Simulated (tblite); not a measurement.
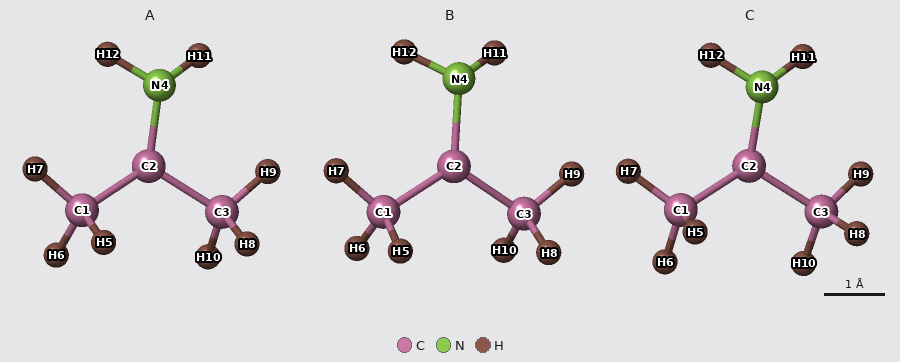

3 geometries from one relaxation of C$_{3}$H$_{8}$N (multiplicity 2), in shuffled order. The picture is a ball-and-stick view, seen at a tilt.

These are results of GFN2-xTB geometry optimisation, gas phase in tblite, not measurements. 

Order the frames from highest to lowest energy.

Answer. B, A, C. They are steps 0, 36, 57, at +15.5 kJ/mol, +1.59 kJ/mol relative to the last. H9 moves most after the best rigid fit: 0.38 Å. By element the largest moves are H 0.38 Å, C 0.20 Å, N 0.20 Å. Near-neighbour distances that change, for instance: C2–N4 1.472 → 1.408 Å, C2–C3 1.508 → 1.490 Å, C3–H8 1.089 → 1.099 Å, C1–H6 1.097 → 1.089 Å. Among the angles between lasting bonds that change: C1–C2–N4 121.3° → 116.5°, C3–C2–N4 120.6° → 116.5°, H11–N4–H12 109.5° → 111.9°. Groups turn about C1–C2 by about 25°, C2–C3 by about 25°. Over 57 geometry steps the energy falls by 15.5 kJ/mol. The run took 0.18 s on 1 thread of Arm Neoverse V1 (shared host).
